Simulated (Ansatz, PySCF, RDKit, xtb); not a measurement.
# Which structure has the formula Si2HBrCl?

Task: start from the formula Si2HBrCl (odd number of electrons), draw up candidate structures, narrow them down in stages, and characterise the one that lies lowest at 298.15 K.

The funnel: GFN2-xTB relaxations, single points with a density functional, relaxations at B3LYP/6-31G*, harmonic vibrations, and a last energy at a higher level. All values are calculated.

6 further runs of the same task are left out: 6 set aside as unsound or not needed.

## Step 1: Candidates

All bonding patterns within simple valence rules are listed by program: one Lewis structure each, at most two rings and one unusual centre or charged pair. O–O, O–halogen and N–halogen bonds and N–N–N chains are not drawn. That gives 5 candidates.

```
label            SMILES     spin
 c230  Cl/[SiH]=[Si]\Br  doublet
 c347  Cl/[SiH]=[Si]/Br  doublet
 c695  [SiH]=[Si](Cl)Br  doublet
 c928  Cl/[Si]=[SiH]/Br  doublet
 c931  Cl/[Si]=[SiH]\Br  doublet
```

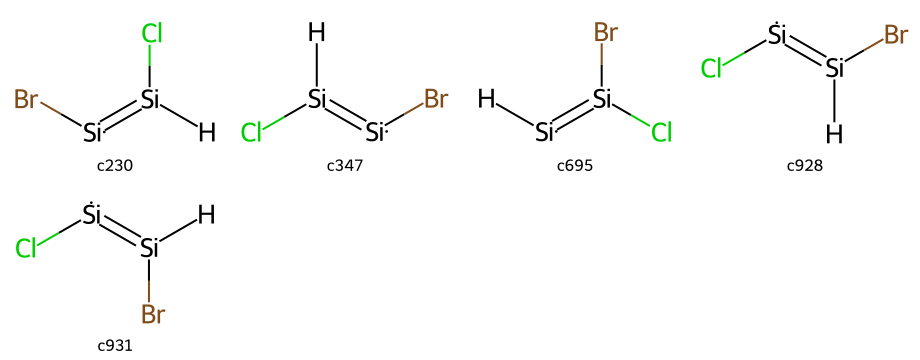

Structural formulas of the candidates.

Candidates are built by distance geometry, with a force field where one applies, in up to four conformers (letters a to d). 16 starts with atoms placed at random are added, to find patterns that the rules miss.

## Step 2: First filter: tight binding

All 26 starts are relaxed the same way. One of them, c766 (atoms placed at random), in full:

Contents of start.xyz:

```xyz
5
c766
Br     0.673610     0.733250     0.597450
Cl    -1.393480     0.344190    -0.100950
Si     1.072190    -0.657510    -0.846530
Si    -0.391250     1.813760    -0.894580
H     -0.557370     0.120620    -1.459060
```

The run is started by

```bash
$ xtb start.xyz --gfn 2 --opt --uhf 1
```

The program printed, cut to the lines that bear on the results:

```text
* xtb version 6.7.1
[...]
          :  # basis functions                  41          :
[...]
          :  # electrons                        23          :
[...]
          :  Hamiltonian                  GFN2-xTB          :
[...]
          :  net charge                          0          :
          :  unpaired electrons                  1          :
[...]
   *** convergence criteria satisfied after 21 iterations ***
[...]
   *** GEOMETRY OPTIMIZATION CONVERGED AFTER 43 ITERATIONS ***
[...]
   *** convergence criteria satisfied after 3 iterations ***
[...]
         ::                     SUMMARY                     ::
         :::::::::::::::::::::::::::::::::::::::::::::::::::::
         :: total energy             -12.561857065598 Eh    ::
         :: gradient norm              0.000275881330 Eh/a0 ::
         :: HOMO-LUMO gap              0.865027812727 eV    ::
         ::.................................................::
         :: SCC energy               -12.572333820893 Eh    ::
         :: -> isotropic ES            0.018771286800 Eh    ::
         :: -> anisotropic ES         -0.008645532293 Eh    ::
         :: -> anisotropic XC         -0.021175214111 Eh    ::
         :: -> dispersion             -0.006172551685 Eh    ::
         :: repulsion energy           0.010476755296 Eh    ::
         :: add. restraining           0.000000000000 Eh    ::
         :: total charge               0.000000000000 e     ::
         :::::::::::::::::::::::::::::::::::::::::::::::::::::
[...]
        12        1.0000           -0.2919350              -7.9440 (HOMO)
        13                         -0.2601459              -7.0789 (LUMO)
[...]
     #   Z          covCN         q      C6AA      α(0)
     1  35 Br       1.331    -0.394   196.280    22.589
     2  17 Cl       1.403    -0.384   111.668    16.167
     3  14 Si       1.262     0.442   210.174    31.340
     4  14 Si       2.358     0.416   180.516    29.165
     5   1 H        0.914    -0.079     4.897     3.461
[...]
     #   Z sym  total        # sym  WBO       # sym  WBO       # sym  WBO
 ---------------------------------------------------------------------------
     1  35 Br   1.238 --     4 Si   0.845     3 Si   0.354
     2  17 Cl   1.083 --     3 Si   0.689     4 Si   0.368
     3  14 Si   1.070 --     2 Cl   0.689     1 Br   0.354
     4  14 Si   2.196 --     5 H    0.960     1 Br   0.845     2 Cl   0.368
     5   1 H    0.994 --     4 Si   0.960
 ---------------------------------------------------------------------------
[...]
molecular dipole:
                 x           y           z       tot (Debye)
 q only:       -0.170      -0.407       0.555
   full:       -1.029      -0.424      -0.350       2.965
molecular quadrupole (traceless):
[...]
          | TOTAL ENERGY              -12.561857065598 Eh   |
          | GRADIENT NORM               0.000275881330 Eh/α |
          | HOMO-LUMO GAP               0.865027812727 eV   |
           -------------------------------------------------
[...]
```

Wall time 0.22 s (2 threads of Intel Xeon 6975P-C (Granite Rapids), shared host).

## Step 3: Distinct minima at GFN2-xTB

26 of the 26 relaxations converged; 13 ended on a minimum already found. 13 distinct structures remain:

```
label             start         SMILES after     spin  energy (kcal/mol)        note
c928a  drawn and random     Cl/[Si]=[SiH]/Br  doublet                0.0            
 c983            random        Cl[Si][SiH]Br  doublet                0.2            
c347b  drawn and random     Cl/[SiH]=[Si]/Br  doublet                0.7            
 c226            random        Cl[Si][SiH]Br  doublet                7.5            
 c491  random and drawn        Cl[Si][SiH]Br  doublet                7.5            
c931a             drawn     Cl/[Si]=[SiH]\Br  doublet                8.0            
 c993  random and drawn        Cl[SiH][Si]Br  doublet                9.5            
c230b             drawn     Cl/[SiH]=[Si]\Br  doublet                9.6            
c695a  drawn and random     [SiH]=[Si](Cl)Br  doublet               14.2            
 c766            random  [Si][Cl][SiH][Br] ‡  doublet               42.7            
 c737            random        Br.[Si][Si]Cl  doublet               54.3  fell apart
 c392            random     Cl.[Br].[Si][Si]  doublet               58.9  fell apart
 c405            random     Cl.[Br].[Si][Si]  doublet               59.0  fell apart
```

‡ marks the bonded skeleton alone, with all bonds drawn single: no Lewis structure was assigned that passes a check against the bond lengths.

GFN2-xTB has no spin polarisation, so it can't rank spin states and is rough for open shells.

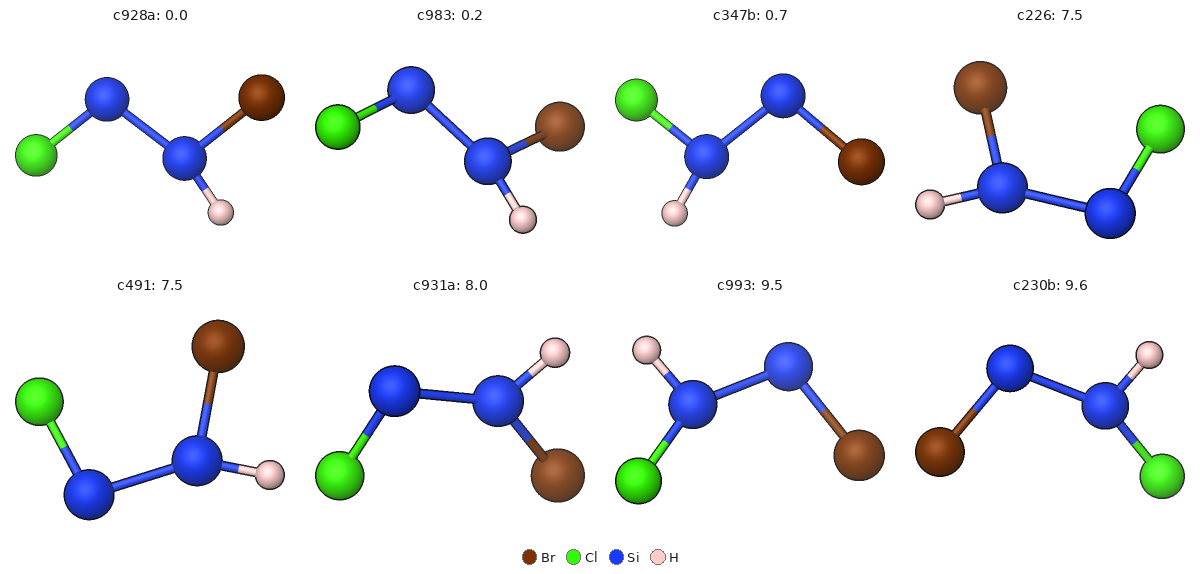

The 8 lowest minima that did not fall apart, with their GFN2-xTB energies in kcal/mol.

## Step 4: Screening with a density functional

A choice of the minima (the low ones first, few conformers of a pattern, up to a cap) and the lowest that fell apart get a single point at r2SCAN-D4/def2-SVP on the tight-binding geometry, and one at HF/STO-3G for comparison. Within 40 kcal/mol but not screened, among others: c491. The first, c928a:

Contents of input.yaml:

```yaml
crystal:
  periodic: [false, false, false]
  atoms:
    - {symbol: Br, position_ang: [0.383340, 1.898295, 1.576070]}
    - {symbol: Cl, position_ang: [-0.428723, -3.386044, 2.388159]}
    - {symbol: Si, position_ang: [-0.799603, -1.477570, 1.581151]}
    - {symbol: Si, position_ang: [0.788967, -0.182011, 2.447016]}
    - {symbol: H, position_ang: [1.968732, 0.247695, 3.235819]}
basis:
  gaussian:
    orbitals: def2-SVP
magnetization:
  spin_polarized: true
  initial_magnetization: 1
hamiltonian:
  xc: {name: r2SCAN}
  dispersion: d4
scf:
  lower_state_search: "off"
output:
  orbitals: {seedname: orbitals}
```

The run is started by

```bash
$ ansatz run input.yaml --threads 2 --pin off --max-ram 4350MiB --events-out events.jsonl --progress --plain --runs-dir runs
```

The program printed, cut to the lines that bear on the results:

```text
Warning: RAYON_NUM_THREADS=2 ignored (pool sized by the plan → 2); use --threads N
Functional definition: r2SCAN
  name "r2SCAN"
[...]
990 factors; their error is unknown
[...]
mean field -98320.82561443 eV, -3613.2236970810 hartree, gradient 8.0e-6 eV, S^2 0.759841; 0 other end points of the search recorded, 0 dependent functions left out
reference -98320.82562375 eV, -3613.2236974236 hartree; 41, 40 occupied and 50, 51 virtual orbitals, 990 factors
Total energy: -98320.86936154 eV, -3613.2253047576 hartree
Checks for a lower state left out: stability, starts, cluster_reference, orbital_swaps, neighbouring_geometries, increment
```

It took 2.7 s on 2 threads of Intel Xeon 6975P-C (Granite Rapids), shared host.

Relative energies in kcal/mol, each column from its lowest structure that stays in one piece:

```
label            SMILES     spin  GFN2-xTB  HF/STO-3G  r2SCAN-D4/def2-SVP
 c993     Cl[SiH][Si]Br  doublet       9.5        4.7                 0.0
c230b  Cl/[SiH]=[Si]\Br  doublet       9.6        5.6                 0.6
c347b  Cl/[SiH]=[Si]/Br  doublet       0.7        3.4                 0.7
c695a  [SiH]=[Si](Cl)Br  doublet      14.2        8.6                 1.2
c931a  Cl/[Si]=[SiH]\Br  doublet       8.0        0.0                 1.4
c928a  Cl/[Si]=[SiH]/Br  doublet       0.0        3.0                 2.5
 c983     Cl[Si][SiH]Br  doublet       0.2        3.4                 2.8
 c226     Cl[Si][SiH]Br  doublet       7.5        5.3                 5.1
 c737     Br.[Si][Si]Cl  doublet      54.3       78.6                56.8
```

Measured from c993, GFN2-xTB misplaces c983 by 12 kcal/mol against r2SCAN-D4/def2-SVP, so minima dropped on its energies alone could hide the lowest isomer.

## Step 5: Refinement at B3LYP/6-31G*

6 candidates are relaxed at B3LYP/6-31G* (chosen among the lowest in one piece). The first, c993:

Contents of input.yaml:

```yaml
crystal:
  periodic: [false, false, false]
  atoms:
    - {symbol: Br, position_ang: [-2.475685, 0.691146, 1.267159]}
    - {symbol: Cl, position_ang: [1.242008, 1.446969, -1.602354]}
    - {symbol: Si, position_ang: [0.515439, -0.186043, -0.614123]}
    - {symbol: Si, position_ang: [-1.021649, -1.066538, 0.737984]}
    - {symbol: H, position_ang: [1.463138, -1.254324, -0.967236]}
basis:
  gaussian: {orbitals: 6-31G_st_-spherical.json}
magnetization: {spin_polarized: true, initial_magnetization: 1}
hamiltonian: {xc: {name: B3LYP}}
relax: {f_tol: 0.003}
```

The basis set 6-31G* is read from a file made from the Basis Set Exchange's data (not shown).

The run is started by

```bash
$ ansatz run input.yaml --threads 2 --pin off --max-ram 4350MiB --events-out events.jsonl --progress --plain --runs-dir runs
```

The program printed, cut to the lines that bear on the results:

```text
Warning: RAYON_NUM_THREADS=2 ignored (pool sized by the plan → 2); use --threads N
[...]
Functional definition: B3LYP
  name "B3LYP"
[...]
913 factors; integrals over basis functions are off by at most 4.6e-4 eV
[...]
mean field -98332.83433004 eV, -3613.6650092399 hartree, gradient 6.0e-5 eV, S^2 0.753945; 2 other end points of the search recorded, 0 dependent functions left out
[...]
reference -98332.83456496 eV, -3613.6650178729 hartree; 41, 40 occupied and 47, 48 virtual orbitals, 913 factors
relax step   1: F+E_penalty+E_count = -98332.83433004 eV  Δ(F+E_penalty+E_count) = +0.000e0 eV  max|allowed force component| = 1.211e0 eV/Å  Δτ_max = 0.0000 Å  (40 SCF iters, accepted)
[...]
relax step   7: F+E_penalty+E_count = -98333.01045341 eV  Δ(F+E_penalty+E_count) = -8.744e-4 eV  max|allowed force component| = 9.260e-3 eV/Å  Δτ_max = 0.0091 Å  (30 SCF iters, accepted)
[...]
relax step   8: F+E_penalty+E_count = -98333.01046523 eV  Δ(F+E_penalty+E_count) = -1.182e-5 eV  max|allowed force component| = 1.001e-3 eV/Å  Δτ_max = 0.0036 Å  (26 SCF iters, accepted)
913 factors; integrals over basis functions are off by at most 4.4e-4 eV
mean field -98333.01046523 eV, -3613.6714820887 hartree, gradient 8.2e-5 eV, S^2 0.754123; 3 other end points of the search recorded, 0 dependent functions left out
[...]
reference -98333.01069704 eV, -3613.6714906076 hartree; 41, 40 occupied and 47, 48 virtual orbitals, 913 factors
Total energy: -98333.01069704 eV, -3613.6714906076 hartree
Atom 0 at    -2.273923     0.870684     1.067775 Å, force    -0.000001    -0.000032     0.000059 eV/Å
Atom 1 at     0.929623     1.506777    -1.396255 Å, force     0.000525    -0.000126    -0.000441 eV/Å
Atom 2 at     0.562764    -0.366338    -0.591592 Å, force     0.000704     0.000961    -0.000556 eV/Å
Atom 3 at    -1.136284    -1.111705     0.836224 Å, force    -0.000823    -0.001001     0.000748 eV/Å
Atom 4 at     1.641071    -1.268208    -1.094722 Å, force    -0.000405     0.000197     0.000190 eV/Å
Dipole moment:     0.267111    -0.363075    -0.084576 e Å
```

Wall time 31 s (2 threads of Intel Xeon 6975P-C (Granite Rapids), shared host).

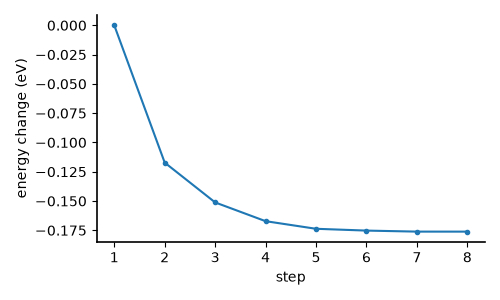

Energy along the run, all evaluated steps.

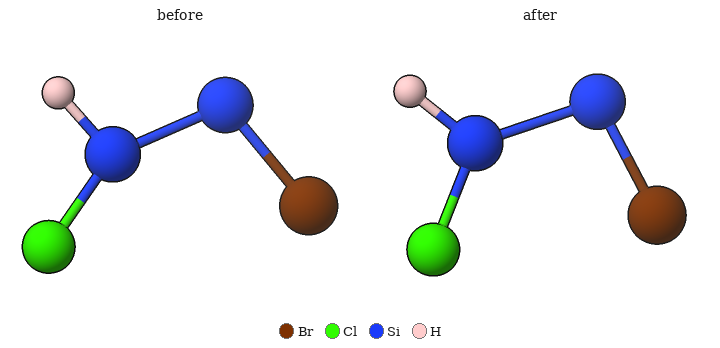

Before and after, at one scale.

After the run. Bond lengths: Cl2–Si3 2.071 Å, Br1–Si4 2.297 Å, Si3–Si4 2.341 Å, Si3–H5 1.493 Å. Angles: Cl2–Si3–Si4 130.8°, Br1–Si4–Si3 98.4°, Cl2–Si3–H5 106.7°, Si4–Si3–H5 122.5°.

## Step 6: Ranking at B3LYP/6-31G*

```
label     spin  r2SCAN-D4/def2-SVP (kcal/mol)  B3LYP/6-31G*, relaxed (kcal/mol)  time                  note
c347b  doublet                            0.7                               0.0  30 s                      
 c993  doublet                            0.0                               0.9  31 s                      
c230b  doublet                            0.6                               0.9  37 s  same minimum as c993
c928a  doublet                            2.5                               1.0  46 s                      
c931a  doublet                            1.4                               1.4  39 s                      
c695a  doublet                            1.2                               3.3  36 s
```

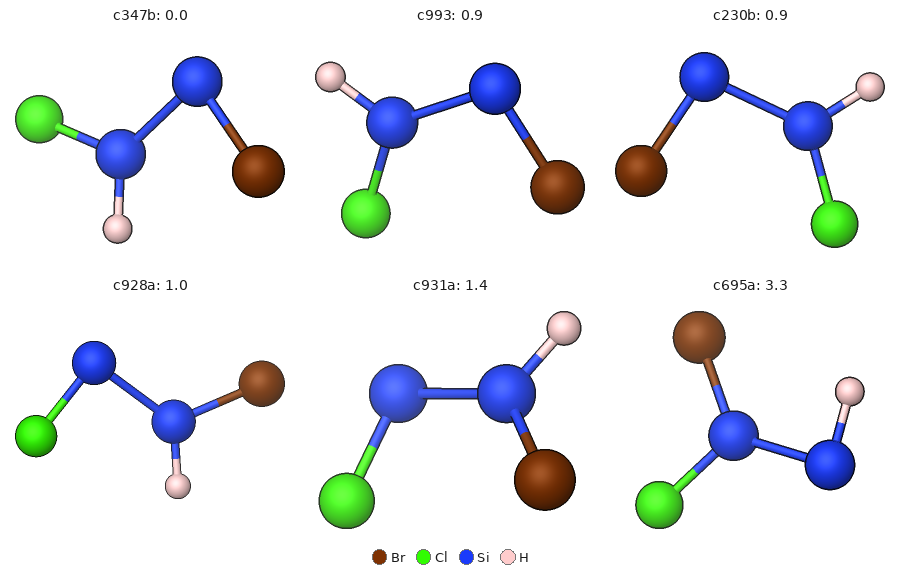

The relaxed structures, with energies at B3LYP/6-31G* in kcal/mol.

## Step 7: Harmonic analysis of the finalists

The lowest few in one piece go on as finalists (c695a drops out). Harmonic vibrations at B3LYP/6-31G* test each finalist and give the zero-point energy and the thermal terms. The first, c347b:

Contents of input.yaml:

```yaml
basis:
  gaussian: {orbitals: 6-31G_st_-spherical.json}
crystal:
  periodic: [false, false, false]
  atoms:
    - {symbol: Br, position_ang: [-0.390366, 1.628874, 3.714080]}
    - {symbol: Cl, position_ang: [1.283865, -2.724284, 1.068275]}
    - {symbol: Si, position_ang: [0.706049, -0.882562, 1.837153]}
    - {symbol: Si, position_ang: [-0.137124, -0.661981, 4.004318]}
    - {symbol: H, position_ang: [0.943293, 0.133426, 0.771807]}
total_charge: 0
magnetization: {spin_polarized: true, initial_magnetization: 1}
hamiltonian: {xc: {name: B3LYP}}
scf: {lower_state_search: off}
phonons: {}
```

The basis set 6-31G* is read from a file made from the Basis Set Exchange's data (not shown).

The run is started by

```bash
$ ansatz run input.yaml --threads 2 --pin off --max-ram 4350MiB --events-out events.jsonl --progress --plain --runs-dir runs
```

The program printed, cut to the lines that bear on the results:

```text
Warning: RAYON_NUM_THREADS=2 ignored (pool sized by the plan → 2); use --threads N
[... 2 set-up lines as earlier in the session ...]
[...]
912 factors; integrals over basis functions are off by at most 4.9e-4 eV
[...]
mean field -98333.04877354 eV, -3613.6728898931 hartree, gradient 4.7e-6 eV, S^2 0.753841; 0 other end points of the search recorded, 0 dependent functions left out
[...]
reference -98333.04901208 eV, -3613.6728986594 hartree; 41, 40 occupied and 47, 48 virtual orbitals, 912 factors
[...]
912 factors; integrals over basis functions are off by at most 4.9e-4 eV
mean field -98333.04877223 eV, -3613.6728898449 hartree, gradient 2.9e-6 eV, S^2 0.753841; 0 other end points of the search recorded, 0 dependent functions left out
[...]
reference -98333.04901077 eV, -3613.6728986112 hartree; 41, 40 occupied and 47, 48 virtual orbitals, 912 factors
[...]
mean field -98333.04873945 eV, -3613.6728886404 hartree, gradient 1.7e-6 eV, S^2 0.753841; 0 other end points of the search recorded, 0 dependent functions left out
[...]
reference -98333.04897799 eV, -3613.6728974065 hartree; 41, 40 occupied and 47, 48 virtual orbitals, 912 factors
Total energy: -98333.04901208 eV, -3613.6728986594 hartree
Atom 0 at    -0.390366     1.628874     3.714080 Å, force    -0.000016    -0.000692     0.000247 eV/Å
Atom 1 at     1.283865    -2.724284     1.068275 Å, force     0.000010     0.000817    -0.000499 eV/Å
Atom 2 at     0.706049    -0.882562     1.837153 Å, force     0.000307     0.001010    -0.001043 eV/Å
Atom 3 at    -0.137124    -0.661981     4.004318 Å, force    -0.000134     0.001128    -0.000094 eV/Å
Atom 4 at     0.943293     0.133426     0.771807 Å, force    -0.000167    -0.002263     0.001388 eV/Å
Dipole moment:     0.050067    -0.086432    -0.097770 e Å
Vibrations: 62.41 73.56 140.76 174.51 359.10 428.48 554.34 764.95 2221.18 cm⁻¹, zero-point energy 0.296278 eV
Checks for a lower state left out: stability, starts, cluster_reference, orbital_swaps, neighbouring_geometries, increment
```

It took 67 s on 2 threads of Intel Xeon 6975P-C (Granite Rapids), shared host.

## Step 8: Zero-point energy and free-energy terms

At 298.15 K and 1 atm, ideal gas, rigid rotor and harmonic oscillator:

```
label               SMILES     spin  point group  lowest mode (cm⁻¹)  zero-point (kcal/mol)  G − E (kcal/mol)
c347b  [Cl][SiH][Si][Br] ‡  doublet           Cs                  62                    6.8             -14.7
 c993        Cl[SiH][Si]Br  doublet           Cs                  44                    6.9             -14.8
c928a  [Cl][Si][SiH][Br] ‡  doublet           Cs                  46                    6.7             -15.1
c931a  [Cl][Si][SiH][Br] ‡  doublet           Cs                  23                    6.8             -15.3
```

‡ marks the bonded skeleton alone, with all bonds drawn single: no Lewis structure was assigned that passes a check against the bond lengths.

## Step 9: The final energy

Single points at CCSD(T)/def2-SVP + MP2/def2-TZVPP - MP2/def2-SVP on the refined geometries decide the order.

c347b, CCSD(T)/def2-SVP:

Contents of input.yaml:

```yaml
basis:
  gaussian:
    orbitals: def2-SVP
crystal:
  periodic: [false, false, false]
  atoms:
    - {symbol: Br, position_ang: [-0.390366, 1.628874, 3.714080]}
    - {symbol: Cl, position_ang: [1.283865, -2.724284, 1.068275]}
    - {symbol: Si, position_ang: [0.706049, -0.882562, 1.837153]}
    - {symbol: Si, position_ang: [-0.137124, -0.661981, 4.004318]}
    - {symbol: H, position_ang: [0.943293, 0.133426, 0.771807]}
magnetization:
  spin_polarized: true
  initial_magnetization: 1
correlation:
  method: ccsd_t
  frozen_orbitals: {Br: 9, Si: 5, Cl: 5, H: 0}
scf:
  omitted_lower_state_checks: [cluster_reference]
```

The run is started by

```bash
$ ansatz run input.yaml --threads 2 --pin off --max-ram 4350MiB --events-out events.jsonl --progress --plain --runs-dir runs
```

The program printed, cut to the lines that bear on the results:

```text
Warning: RAYON_NUM_THREADS=2 ignored (pool sized by the plan → 2); use --threads N
Functional definition: HF
  name "HF"
[...]
850 factors; integrals over basis functions are off by at most 1.1e-3 eV
[...]
mean field -98225.97282497 eV, -3609.7379213620 hartree, gradient 2.9e-6 eV, S^2 0.769525; 2 other end points of the search recorded, 0 dependent functions left out
24 core orbitals not correlated: weight in the atoms' cores, before any rotation towards them, 1.000 or more for the frozen orbitals, at most 0.000 for the correlated occupied ones
reference -98225.97282497 eV, -3609.7379213620 hartree; 17, 16 occupied and 50, 51 virtual orbitals, 850 factors
second order -14.10579333 eV of doubles, -0.00000000 eV of singles
cycle   1  -14.71022991 eV  change   -6.0e-1 eV  update   1.0e-1
[...]
cycle  12  -15.18896875 eV  change    6.2e-6 eV  update   1.5e-5
perturbative correction -0.45541538 eV, -0.0167362067 hartree
Total energy: -98241.61720910 eV, -3610.3128418747 hartree
Checks for a lower state left out: cluster_reference
```

It took 13 s on 2 threads of Intel Xeon 6975P-C (Granite Rapids), shared host.

## Step 10: c347b at MP2/def2-TZVPP

Contents of input.yaml:

```yaml
crystal:
  periodic: [false, false, false]
  atoms:
    - {symbol: Br, position_ang: [-0.390366, 1.628874, 3.714080]}
    - {symbol: Cl, position_ang: [1.283865, -2.724284, 1.068275]}
    - {symbol: Si, position_ang: [0.706049, -0.882562, 1.837153]}
    - {symbol: Si, position_ang: [-0.137124, -0.661981, 4.004318]}
    - {symbol: H, position_ang: [0.943293, 0.133426, 0.771807]}
basis:
  gaussian:
    orbitals: def2-TZVPP
correlation:
  method: mp2
  frozen_orbitals: {Br: 9, Si: 5, Cl: 5, H: 0}
magnetization:
  spin_polarized: true
  initial_magnetization: 1
total_charge: 0
```

The run is started by

```bash
$ ansatz run input.yaml --threads 2 --pin off --max-ram 4350MiB --events-out events.jsonl --progress --plain --runs-dir runs
```

The program printed:

```text
Warning: RAYON_NUM_THREADS=2 ignored (pool sized by the plan → 2); use --threads N
[... 2 set-up lines as earlier in the session ...]
  exchange = exact_x
  correlation = 0
1156 factors; integrals over basis functions are off by at most 6.4e-4 eV
mean field evaluation 1: about -98243.1599 eV, gradient 1.1e1 eV
mean field evaluation 2: about -98243.1661 eV, gradient 1.1e1 eV
mean field evaluation 4: about -98244.4477 eV, gradient 2.0e0 eV
mean field evaluation 8: about -98244.5260 eV, gradient 2.7e-1 eV
mean field evaluation 16: about -98244.3727 eV, gradient 1.2e0 eV
mean field -98244.53325686 eV, -3610.4200046533 hartree, gradient 2.8e-6 eV, S^2 0.774971; 2 other end points of the search recorded, 0 dependent functions left out
24 core orbitals not correlated: weight in the atoms' cores, before any rotation towards them, 1.000 or more for the frozen orbitals, at most 0.000 for the correlated occupied ones
reference -98244.53325686 eV, -3610.4200046533 hartree; 17, 16 occupied and 147, 148 virtual orbitals, 1156 factors
second order -17.93322650 eV of doubles, -0.00000000 eV of singles
Total energy: -98262.46648336 eV, -3611.0790385715 hartree
```

Run time: 9 s. Hardware: 2 threads of Intel Xeon 6975P-C (Granite Rapids), shared host; peak memory 0.58 GiB.

[end of part 1 of 2]
